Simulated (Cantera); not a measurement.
Charge: 1 mol Ta, 8.2 mol N2O, 0.48 mol N2, equilibrated at 1875 K.

Equilibrium computed with Cantera from the NASA thermochemical tables; the gas is ideal and each condensed phase is pure. Candidate condensed phases: Ta, Ta2O5; 12 gas species. Rates play no part.

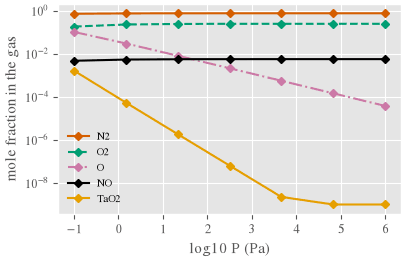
Figure: Equilibrium gas composition (values under 1e-9 drawn at 1e-9)

From 0.100 Pa to 1000000 Pa the condensed part is Ta2O5(s).
